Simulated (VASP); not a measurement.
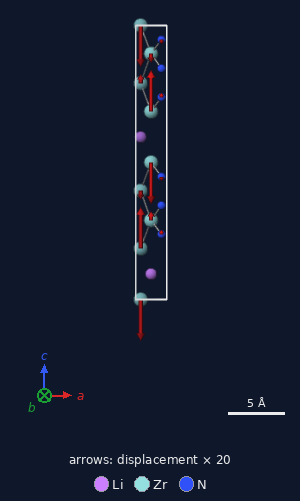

A relaxation of a crystal of LiZr₄N₃ (a generated structure, set up in P6_3/mmc). The starting structure is drawn; red arrows show the displacements (the part carried along by the change of the cell is left out), magnified 20 times.

Style: ball-and-stick. Shown: the cell of the calculation (origin shifted), along the b axis.

The run lets cell and atoms move.

Computed with Kohn-Sham DFT of a periodic cell, PBE, VASP PAW PBE potentials, recommended (VASP).

Input file:
```
SYSTEM = LiZr4N3
ALGO     = Fast           ! electronic algorithm
EDIFF    = 1E-4           ! SCF threshold, eV
EDIFFG   = -0.08          ! ionic threshold
ENCUT    = 520            ! plane-wave cutoff, eV
GGA      = PE             ! functional
IBRION   = 2              ! ionic algorithm
ISIF     = 3              ! what is computed and relaxed
ISMEAR   = 0              ! smearing method
LASPH    = .True.         ! aspherical terms in the spheres
LCHARG   = .False.        ! write CHGCAR
LREAL    = Auto         
LWAVE    = .False.        ! write WAVECAR
NELM     = 60             ! most SCF steps
NSW      = 24             ! ionic steps
PREC     = Normal         ! precision mode
SIGMA    = 0.15           ! smearing width, eV
```

Command:
```bash
cat potpaw_PBE.64/Li_sv/POTCAR potpaw_PBE.64/Zr_sv/POTCAR potpaw_PBE.64/N/POTCAR > POTCAR
mpirun -np 4 vasp_std > vasp.out
```

Which element moves most?

Zirconium: up to 0.19 Å, against 0.02 Å for nitrogen.

What did the optimiser do to the structure, and how much energy did it gain?

Over 14 geometry steps the energy falls by 62.4 meV per atom. Largest force component: 1.5 eV/Å at the start, 0.018 eV/Å at the end. Pressure: 3.26 GPa at the start and 0.10 GPa at the end. The largest moves relative to the cell, 0.19 Å, are those of Zr atoms. By element the largest moves are Zr 0.19 Å, N 0.02 Å. Li stays in place. Cell: a = b 3.250 → 3.221 Å (−0.9 %), c 24.800 → 26.711 Å (+7.7 %). Volume +5.8 %. Near-neighbour distances that change, for instance: Li–Zr 2.973 → 3.257 Å, Zr–Zr 3.270 → 3.362 Å, N–Zr 2.263 → 2.318 Å, N–Zr 2.277 → 2.224 Å. Among the angles between lasting bonds that change: Zr–N–Zr 91.8° → 88.0°, Zr–N–Zr 179.5° → 176.6°, Zr–N–Zr 90.4° → 92.5°. The space group stays P6_3/mmc (No. 194).
